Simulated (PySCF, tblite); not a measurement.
# C3H9ClSi2: dynamics, then NMR shifts on frames, part 2 of 2

tblite 0.8.0 and PySCF 2.14.0. Atoms count from 0.

**6. Shielding tensors: 800 fs, PBE0/pcSseg-1**

What the job is given:

```
{"job": {"kind": "nmr", "xc": "PBE0", "basis": "pcSseg-1", "pop": false}, "charge": 0, "multiplicity": 1}
Si     2.753000    -0.022700    -0.447100
C      0.826400    -0.104100     0.031900
C     -0.150300    -0.708500    -0.689000
Si    -2.039000    -0.520900    -0.407800
C     -2.323800     1.248100     0.231400
Cl    -1.550300     1.477400     1.853900
H      3.430700     0.129400     0.825200
H      3.042400    -1.354800    -1.156000
H      3.021600     1.080200    -1.376800
H      0.502500     0.514400     0.869000
H      0.137500    -1.261000    -1.632200
H     -2.662400    -1.381300     0.666700
H     -2.780300    -0.700400    -1.714100
H     -3.320000     1.537300     0.494600
H     -1.844000     2.020600    -0.359900
```

With the program's defaults for keys left out, this is: GIAO PBE0/pcSseg-1 NMR shielding, non-relativistic, gas phase.

Log:

```text
coarse grid: 13712 points
cycle   1  E = -1158.2076632436  dE =  7.637e-02  |g| = 3.233e-01  |ddm| = 3.385e+00
cycle   2  E = -1158.2026019529  dE =  5.061e-03  |g| = 3.511e-01  |ddm| = 7.072e-01
cycle   3  E = -1158.2363061541  dE = -3.370e-02  |g| = 5.145e-02  |ddm| = 4.118e-01
cycle   4  E = -1158.2368642656  dE = -5.581e-04  |g| = 2.720e-02  |ddm| = 6.783e-02
cycle   5  E = -1158.2370241622  dE = -1.599e-04  |g| = 1.070e-02  |ddm| = 2.722e-02
cycle   6  E = -1158.2370543049  dE = -3.014e-05  |g| = 1.857e-03  |ddm| = 1.078e-02
cycle   7  E = -1158.2370551037  dE = -7.987e-07  |g| = 5.209e-04  |ddm| = 2.092e-03
final grid: 117576 points
cycle   8  E = -1158.2712949539  dE = -2.061e-05  |g| = 6.559e-03  |ddm| = 1.714e-02
cycle   9  E = -1158.2712889024  dE =  6.052e-06  |g| = 7.811e-03  |ddm| = 1.214e-02
cycle  10  E = -1158.2713050891  dE = -1.619e-05  |g| = 9.083e-04  |ddm| = 7.338e-03
cycle  11  E = -1158.2713052459  dE = -1.568e-07  |g| = 2.318e-04  |ddm| = 1.010e-03
cycle  12  E = -1158.2713052583  dE = -1.240e-08  |g| = 7.952e-05  |ddm| = 2.398e-04
cycle  13  E = -1158.2713052598  dE = -1.488e-09  |g| = 2.732e-05  |ddm| = 8.922e-05
cycle  14  E = -1158.2713052600  dE = -1.944e-10  |g| = 7.183e-06  |ddm| = 3.151e-05
converged SCF energy = -1158.2713052600

GIAO shielding tensors (ppm)
atom      isotropic    diamagn.    paramagn.     s11        s22        s33       span
  0 Si     417.561     879.049    -461.488    383.438    412.357    456.889     73.451
  1 C       20.343     259.543    -239.201   -102.903     -6.654    170.586    273.489
  2 C       30.431     259.201    -228.770    -87.229     21.823    156.698    243.928
  3 Si     405.836     878.741    -472.905    392.181    404.132    421.195     29.014
  4 C      152.262     251.419     -99.157    124.779    147.780    184.227     59.448
  5 Cl     901.850    1148.815    -246.965    788.215    836.221   1081.112    292.898
  6 H       27.419      28.533      -1.114     24.098     26.112     32.047      7.949
  7 H       26.653      27.533      -0.880     23.751     25.590     30.619      6.868
  8 H       27.333      28.515      -1.182     24.418     25.735     31.845      7.427
  9 H       22.842      33.318     -10.475     18.887     19.879     29.761     10.874
 10 H       24.058      31.030      -6.973     21.988     23.070     27.115      5.127
 11 H       26.522      27.502      -0.980     23.518     24.933     31.114      7.596
 12 H       26.719      27.466      -0.746     23.456     24.590     32.112      8.657
 13 H       28.346      28.858      -0.512     20.919     27.737     36.382     15.464
 14 H       28.390      30.855      -2.466     23.165     27.384     34.620     11.455
```

It took 16 s on 1 thread of Arm Neoverse V2, shared host; peak memory 0.77 GiB.

Key values: δ C1 166.6, C2 156.5, C4 34.7, Si3 -56.7, H9 8.87, H10 7.66 ppm.

**7. Shielding tensors: 1000 fs, PBE0/pcSseg-1**

What the job is given:

```
{"job": {"kind": "nmr", "xc": "PBE0", "basis": "pcSseg-1", "pop": false}, "charge": 0, "multiplicity": 1}
Si     2.870500    -0.291800    -0.181900
C      0.979100    -0.118400     0.076800
C      0.067200    -0.473000    -0.876500
Si    -1.776600    -0.018500    -0.824200
C     -1.827100     1.576200     0.274900
Cl    -1.656200     1.234200     2.005300
H      3.352200    -1.086800     0.936300
H      3.029400    -0.987600    -1.411000
H      3.390000     1.080400    -0.195900
H      0.623600     0.446800     0.932800
H      0.344100    -1.078500    -1.742500
H     -2.531500    -1.044900    -0.178400
H     -2.433500     0.306400    -2.131100
H     -2.714200     2.191700     0.258800
H     -0.904700     2.161800     0.034300
```

Method: GIAO PBE0/pcSseg-1 NMR shielding, non-relativistic, gas phase.

Log:

```text
coarse grid: 13712 points
cycle   1  E = -1158.2094493506  dE =  1.883e-01  |g| = 3.197e-01  |ddm| = 3.409e+00
cycle   2  E = -1158.2064448022  dE =  3.005e-03  |g| = 3.405e-01  |ddm| = 7.064e-01
cycle   3  E = -1158.2379064299  dE = -3.146e-02  |g| = 4.625e-02  |ddm| = 3.964e-01
cycle   4  E = -1158.2383441550  dE = -4.377e-04  |g| = 2.582e-02  |ddm| = 6.451e-02
cycle   5  E = -1158.2384891326  dE = -1.450e-04  |g| = 1.013e-02  |ddm| = 2.632e-02
cycle   6  E = -1158.2385159914  dE = -2.686e-05  |g| = 1.912e-03  |ddm| = 1.021e-02
cycle   7  E = -1158.2385168490  dE = -8.575e-07  |g| = 4.550e-04  |ddm| = 2.123e-03
final grid: 117576 points
cycle   8  E = -1158.2723749127  dE = -2.529e-05  |g| = 6.680e-03  |ddm| = 2.091e-02
cycle   9  E = -1158.2723690393  dE =  5.873e-06  |g| = 7.892e-03  |ddm| = 1.266e-02
cycle  10  E = -1158.2723855415  dE = -1.650e-05  |g| = 8.850e-04  |ddm| = 7.443e-03
cycle  11  E = -1158.2723856897  dE = -1.482e-07  |g| = 2.384e-04  |ddm| = 1.014e-03
cycle  12  E = -1158.2723857029  dE = -1.320e-08  |g| = 8.589e-05  |ddm| = 2.565e-04
cycle  13  E = -1158.2723857046  dE = -1.692e-09  |g| = 3.050e-05  |ddm| = 9.306e-05
cycle  14  E = -1158.2723857049  dE = -2.433e-10  |g| = 7.731e-06  |ddm| = 3.388e-05
converged SCF energy = -1158.2723857049

GIAO shielding tensors (ppm)
atom      isotropic    diamagn.    paramagn.     s11        s22        s33       span
  0 Si     416.065     880.003    -463.938    372.076    422.739    453.380     81.304
  1 C       20.786     258.881    -238.095   -113.442     -4.009    179.809    293.251
  2 C       28.617     259.592    -230.975    -95.039     16.271    164.619    259.658
  3 Si     399.160     879.944    -480.784    373.135    381.984    442.360     69.225
  4 C      154.308     253.022     -98.714    134.217    149.632    179.076     44.858
  5 Cl     905.963    1148.014    -242.051    809.798    830.847   1077.244    267.446
  6 H       27.347      28.499      -1.153     24.327     25.663     32.051      7.724
  7 H       28.188      29.547      -1.359     25.037     27.277     32.249      7.212
  8 H       27.376      28.348      -0.972     24.206     26.010     31.912      7.706
  9 H       23.265      33.773     -10.508     18.872     21.078     29.845     10.972
 10 H       24.117      32.041      -7.924     20.738     23.857     27.755      7.018
 11 H       27.674      29.236      -1.562     24.609     26.031     32.383      7.774
 12 H       26.868      28.262      -1.394     23.420     24.837     32.349      8.929
 13 H       28.260      29.147      -0.887     21.079     27.641     36.061     14.982
 14 H       27.839      30.910      -3.071     23.885     26.400     33.232      9.347
```

Run time: 16 s. Hardware: 1 thread of Arm Neoverse V2, shared host; peak memory 0.77 GiB.

In short: δ C1 166.1, C2 158.3, C4 32.6, Si3 -50.0, H9 8.45, H10 7.60 ppm.

**8. Run by run: NMR shifts**

Shifts (ppm) of some atoms, chosen among heavy atoms and hydrogens apart, with basis size and wall time:

| frame | C1 | C2 | C4 | H9 | H8 | Si0 | Cl5 | functions | time |
| --- | --- | --- | --- | --- | --- | --- | --- | --- | --- |
| 250 fs | 151.0 | 149.5 | 30.9 | 6.60 | 5.60 | -77.2 | 49 | 168 | 21 s |
| 425 fs | 164.1 | 159.3 | 33.4 | 7.92 | 3.19 | -86.2 | 49 | 168 | 16 s |
| 625 fs | 163.0 | 148.8 | 27.0 | 8.19 | 4.88 | -65.7 | 40 | 168 | 16 s |
| 800 fs | 166.6 | 156.5 | 34.7 | 8.87 | 4.38 | -68.4 | 48 | 168 | 16 s |
| 1000 fs | 166.1 | 158.3 | 32.6 | 8.45 | 4.34 | -66.9 | 44 | 168 | 16 s |

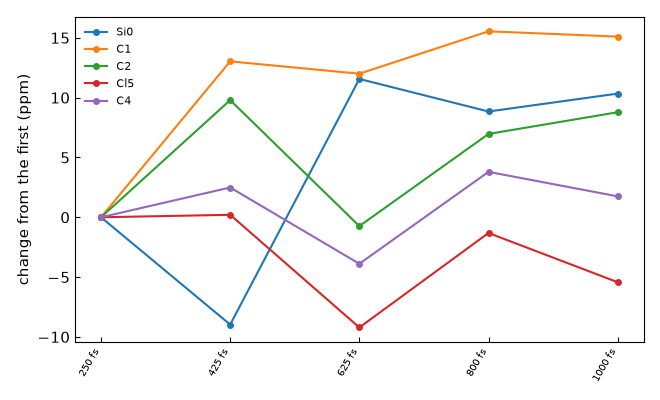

How five of the tabulated atoms move from run to run.

**9. Results**

This closing draws on all 2 parts.

| quantity | value |
| --- | --- |
| thermostat | 200 K |
| mean temperature, second half | 208 K |
| mean potential energy above the minimum | 0.31 eV |
| 13C shifts against TMS (PBE0/pcSseg-1, 250 fs) | 151.0, 149.5, 30.9 ppm |
| 1H shifts against TMS (PBE0/pcSseg-1, 250 fs) | 7.01, 6.60, 5.60, 4.54, 4.36, 4.24, 4.17, 3.55, 3.19 ppm |
| 29Si shifts against TMS (PBE0/pcSseg-1, 250 fs) | -49.8, -77.2 ppm |
| 35Cl shifts against HCl (PBE0/pcSseg-1, 250 fs) | 49 ppm |
| surface potential, 1st and 99th percentile | -0.77 V and 1.21 V |
| range of the shift of Si0 | -86.2 to -65.7 ppm |

What this shows: In the second half the potential energy averages 0.31 eV above the minimum; equipartition over 39 harmonic modes at 200 K would give 0.34 eV. With 15 atoms the temperature swings widely (93 to 317 K). Shifts at one fixed geometry are not the observed spectrum, which averages over the motion. In the first frame run (250 fs): The widest tensor belongs to Cl5: span 293 ppm, with a paramagnetic part of -248 ppm. At PBE0/pcSseg-1, counted by nearest atom on the grid, the HOMO lies on C1, C2 about 24 % each; Cl5 19 %, the LUMO on C1, C2 about 28 % each; H8, H9, H10 about 7 % each. In ppm, Si0 moves most: its shift spreads over 20.5 ppm, from -86.2 (425 fs) to -65.7 (625 fs).
